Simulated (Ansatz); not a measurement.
## Electronic structure of AlF$_{3}$···NH$_{3}$···NH$_{3}$ in real space

```xyz
12

Al    0.1595   -2.2211    0.7478
N    -1.3938    0.2520   -0.5329
F     0.1624   -3.2029   -0.6017
F    -0.8501   -2.5260    2.0414
H     1.4761    0.9364    0.2711
F     1.4865   -1.1261    0.9742
H    -0.6057    0.9097   -0.4892
N     1.4508    1.9020   -0.0737
H    -2.1996    0.6941   -0.0699
H    -1.6371    0.1200   -1.5233
H     1.3086    1.8808   -1.0914
H     0.6422    2.3810    0.3478
```

Not at a stationary point (largest force 1.7 eV/Å).

Theory: Ansatz 0.2.0, RKS revPBE-D4/def2-SVP.

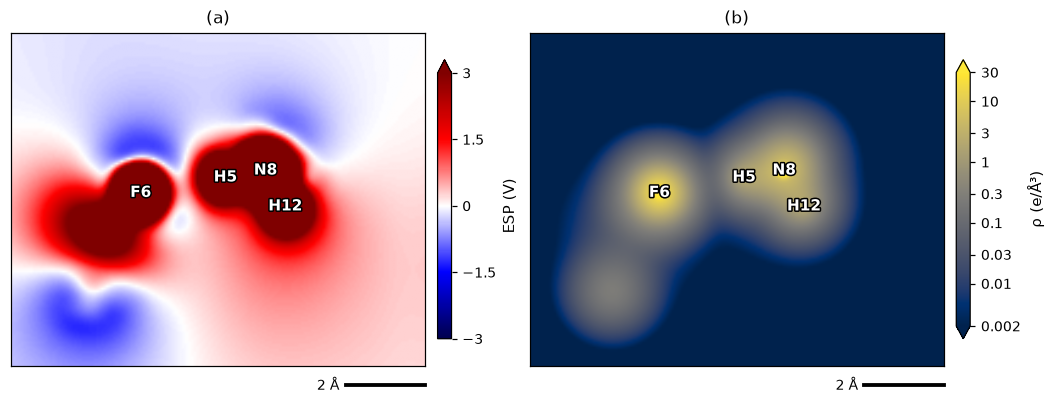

Figure 1. (a) electrostatic potential; (b) total electron density on the plane of atoms H5, N8 and H12.

Read the bonding off the picture.

Answer. The section cuts through H, F and N sites. N–H (1.03 Å): the density is about 2.8 e/Å³ at the midpoint. Outside the dense part of the complex the potential is most negative (−1.3 V) near F4, which lies off the plane.

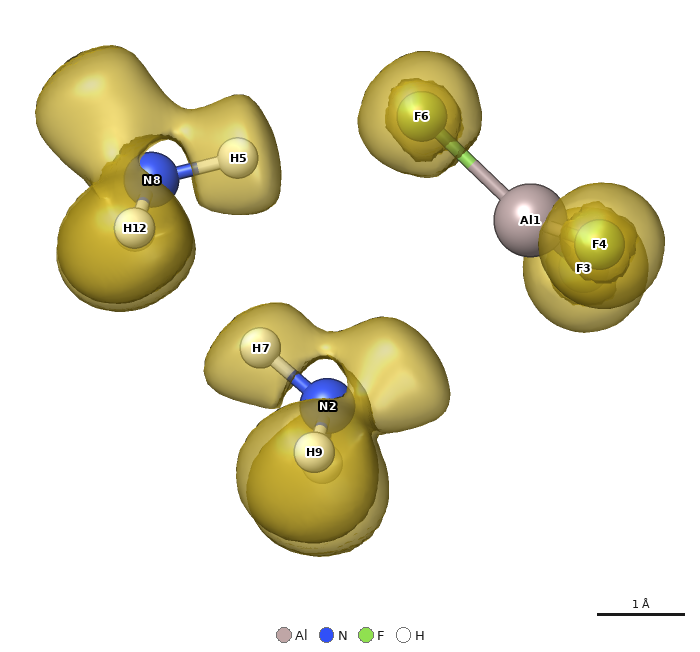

Figure 2. Isosurface of the electron localisation function at 0.8 (yellow), seen at an oblique angle. Only the valence region is drawn (cores and ρ < 0.01 e/Å³ removed).

Identify the bonds, lone pairs and shells in this picture.

Answer. The surface consists of three regions wrapped around F (the valence shell of each) and two joined regions spread over several atoms (H, N), in which their bonds and any lone pairs are merged.


N8···H7 (2.32 Å): the ELF dips to about 0.10 between them (a closed-shell contact with the geometry of a hydrogen bond). Al–F (1.67 Å): the ELF peaks at about 0.85 in the valence shell of F, 0.5 Å from its nucleus, and is about 0.25 at the midpoint.

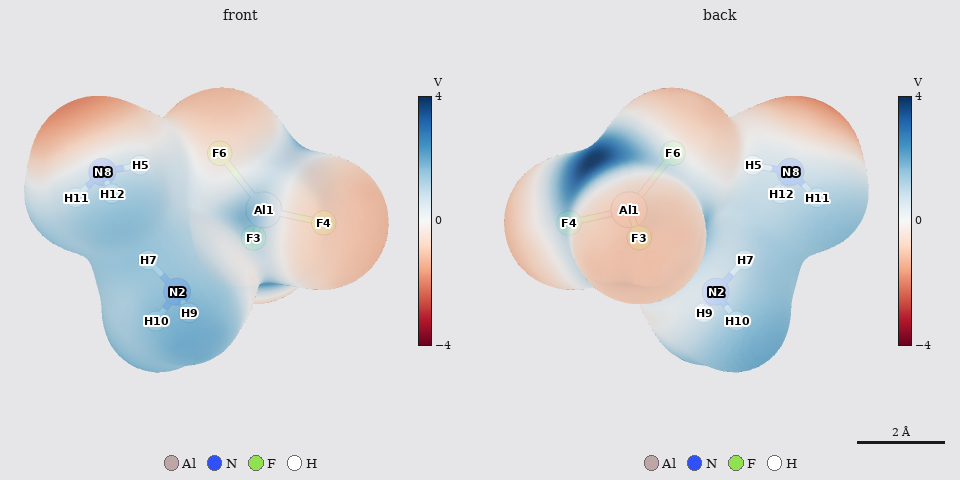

Figure 3. The molecular electrostatic potential painted on the density surface at 0.002 e/bohr³, seen from the front and from behind; red is negative and blue positive.

Which sites attract a positive test charge, and which a negative one?

Answer. A positive charge is drawn to the negative regions and a negative charge to the positive ones. The most negative region (about −1.8 V) lies over N8, the most positive (about +3.6 V) over Al1. N8 is the likeliest acceptor of a hydrogen bond.

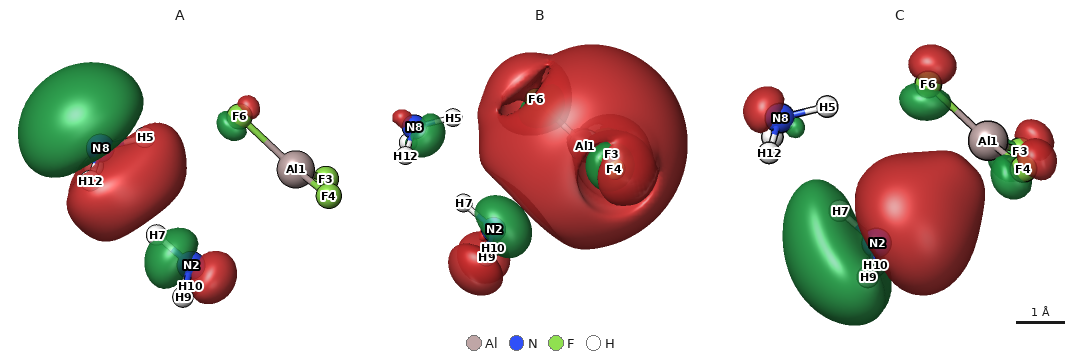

Figure 4. Three frontier orbitals at ±0.05 Å⁻³ᐟ² (green and red are the two phases), in no order.

Which picture is the HOMO−1, the HOMO and the LUMO?

Answer. C is the HOMO−1 (−7.08 eV). Its weight (Hirshfeld) is mainly on N2 (about 75 %); largely a lone pair of N2. A is the HOMO (−5.83 eV). By Hirshfeld shares it lies mainly on N8 (about 80 %); largely a lone pair of N8. B is the LUMO (−1.66 eV). Its weight (Hirshfeld) is mainly on Al1 (about 60 %), F3 (about 10 %), F4 (about 10 %), F6 (about 10 %) and N2 (about 5 %).

What is the HOMO–LUMO gap?

Answer. 4.17 eV between the orbital energies.
